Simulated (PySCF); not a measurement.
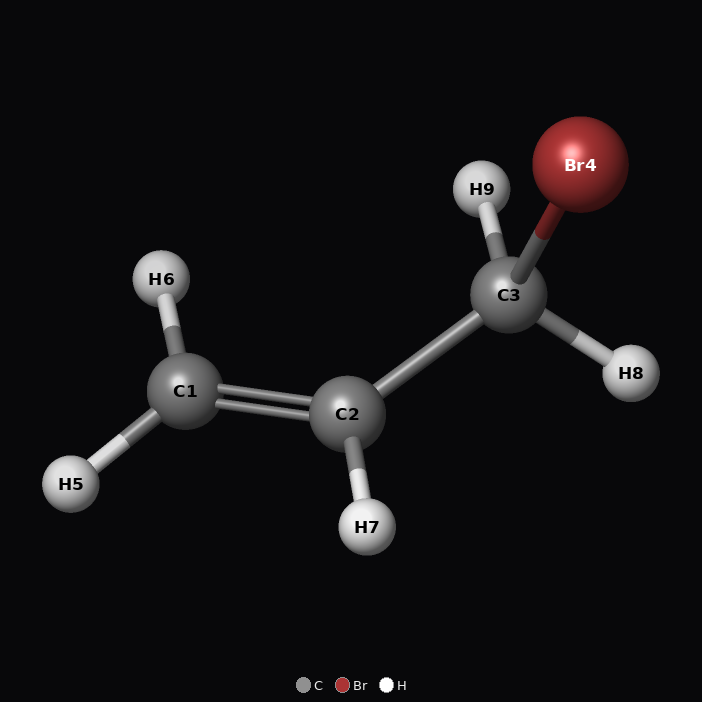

Computed geometry: PBE0-D3(BJ)/def2-SVP optimisation. No frequency run is at hand to confirm it as a minimum. Level of theory: B3LYP/pcJ-1 (pcSseg-1 on Br) indirect spin-spin coupling, non-relativistic, gas phase (PySCF 2.14.0). Isotopes: 13C, 1H.

Give the spin–spin coupling constants of these pairs, with the number of bonds between them: C1/H6, C1/C2, C2/C3, C3/H9, C1/C3, C2/H8, C3/H7, C1/H9, C1/H8, C3/H6, H7/H8.

```json
{"pair": "C1, H6", "bonds apart": "1", "J (Hz)": "166.0"}
{"pair": "C1, C2", "bonds apart": "1", "J (Hz)": "81.0"}
{"pair": "C2, C3", "bonds apart": "1", "J (Hz)": "49.5"}
{"pair": "C3, H9", "bonds apart": "1", "J (Hz)": "158.2"}
{"pair": "C1, C3", "bonds apart": "2", "J (Hz)": "2.3"}
{"pair": "C2, H8", "bonds apart": "2", "J (Hz)": "−5.0"}
{"pair": "C3, H7", "bonds apart": "2", "J (Hz)": "4.9"}
{"pair": "C1, H9", "bonds apart": "3", "J (Hz)": "6.8"}
{"pair": "C1, H8", "bonds apart": "3", "J (Hz)": "8.0"}
{"pair": "C3, H6", "bonds apart": "3", "J (Hz)": "9.7"}
{"pair": "H7, H8", "bonds apart": "3", "J (Hz)": "5.4"}
```
